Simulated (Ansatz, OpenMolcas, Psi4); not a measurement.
# How basis sets differ on CH6FNSn (SMILES [CH3][SnH]([NH2])[F])

CH6FNSn: 10 atoms, total charge 0, spin state singlet. SMILES: `[CH3][SnH]([NH2])[F]`. The coordinates come from a PBE0-D4/def2-TZVP relaxation. This is one conformer, not always the lowest.

```jsonl
{"atom": "C", "x (Å)": "-1.0233", "y (Å)": "1.1869", "z (Å)": "0.3056"}
{"atom": "Sn", "x (Å)": "-0.0126", "y (Å)": "-0.4241", "z (Å)": "-0.6328"}
{"atom": "N", "x (Å)": "1.5222", "y (Å)": "-1.0852", "z (Å)": "0.4658"}
{"atom": "F", "x (Å)": "-1.3086", "y (Å)": "-1.8554", "z (Å)": "-0.5934"}
{"atom": "H", "x (Å)": "-1.1915", "y (Å)": "0.9354", "z (Å)": "1.3529"}
{"atom": "H", "x (Å)": "-0.4324", "y (Å)": "2.1007", "z (Å)": "0.2428"}
{"atom": "H", "x (Å)": "-1.9853", "y (Å)": "1.3425", "z (Å)": "-0.1813"}
{"atom": "H", "x (Å)": "0.4133", "y (Å)": "-0.3293", "z (Å)": "-2.2803"}
{"atom": "H", "x (Å)": "1.7197", "y (Å)": "-0.6107", "z (Å)": "1.3332"}
{"atom": "H", "x (Å)": "2.3816", "y (Å)": "-1.3120", "z (Å)": "-0.0097"}
```

Each level gives the HOMO–LUMO gap (eV). The values are calculated.

```
                                        level          kind     program  value (eV)  CPU time
                            HF/ANO-R0 (sfX2C)  Hartree–Fock  OpenMolcas       14.37      11 s
                         HF/ANO-RCC-MB (DKH2)  Hartree–Fock  OpenMolcas       15.92      14 s
                                    HF/STO-3G  Hartree–Fock      Ansatz       17.99     1.1 s
                                     HF/3-21G  Hartree–Fock      Ansatz       14.46     1.7 s
                 HF/def2-SVP (core potential)  Hartree–Fock      Ansatz       14.35      16 s
HF/def2-SVP (density fitting, core potential)  Hartree–Fock        Psi4       14.35     1.8 s
```

All-electron rows without a relativistic Hamiltonian named are non-relativistic, while core potentials hold scalar relativity, so basis and relativity change together. The values span 14.35 to 17.99 eV. A Hartree–Fock LUMO above zero doesn't converge with the basis: it sinks as sets grow more diffuse. Orbital gaps aren't excitation energies. Times are those of the runs behind each value, whatever else they computed, on shared processors of several kinds: orders of magnitude only.

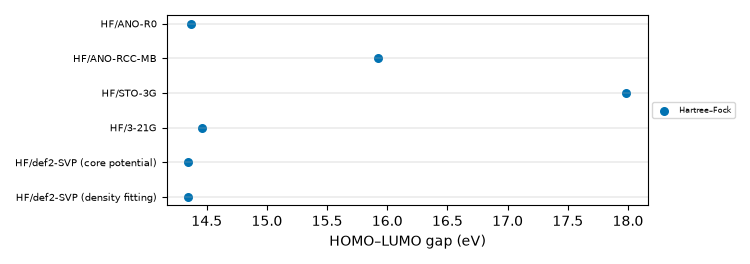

The values of the table, level by level.
